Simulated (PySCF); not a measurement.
```
atom    x (Å)    y (Å)    z (Å)
   O  -1.6026   1.2774  -1.1330
   C  -1.6652   0.6765  -0.1232
   F  -2.6327   0.9694   0.7856
   C  -0.8362  -0.4752   0.3622
   C   0.4417  -0.6413  -0.4597
   C   1.5455   0.2664   0.0555
   F   1.8856  -0.0346   1.3211
   F   2.6612   0.1542  -0.6753
   F   1.2033   1.5585   0.0556
   H  -0.6175  -0.3368   1.4242
   H  -1.4608  -1.3691   0.2752
   H   0.8163  -1.6638  -0.4017
   H   0.2570  -0.3812  -1.5042
```

Geometry: GFN2-xTB.

These are results of PySCF 2.14.0, PBE0/pcSseg-1, SCF density, gas phase, non-relativistic, not measurements.

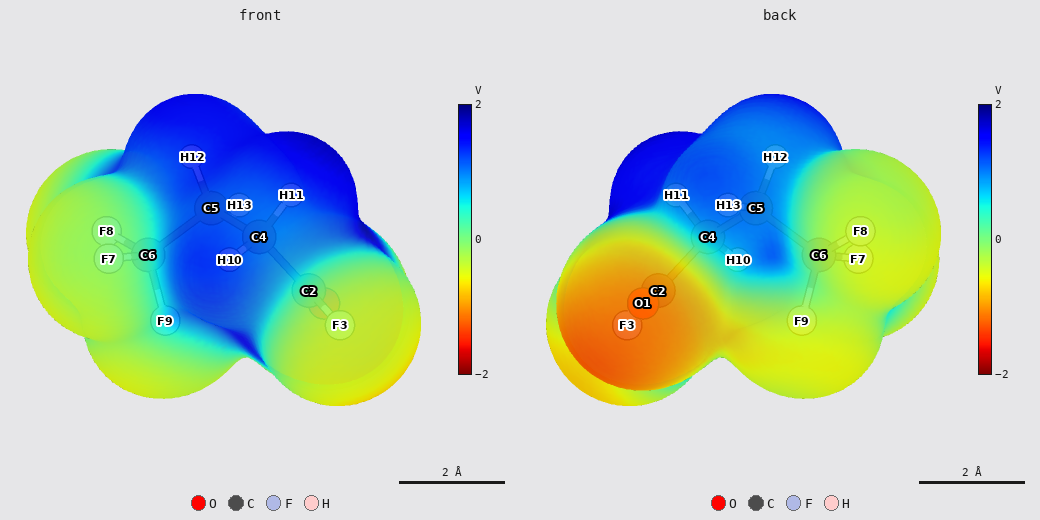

C$_{4}$H$_{4}$F$_{4}$O (SMILES O=C(F)CCC(F)(F)F). The electrostatic potential painted on the density surface at 0.002 e/bohr³, seen from the front and from behind; the colour scale runs from red (negative) to blue (positive).

Which sites attract a positive test charge, and which a negative one?

Answer. A positive charge is drawn to the negative regions and a negative charge to the positive ones. The most negative region (about −1.3 V) lies over O1, the most positive (about +1.7 V) over C2 and H11. O1 is the likeliest acceptor of a hydrogen bond.
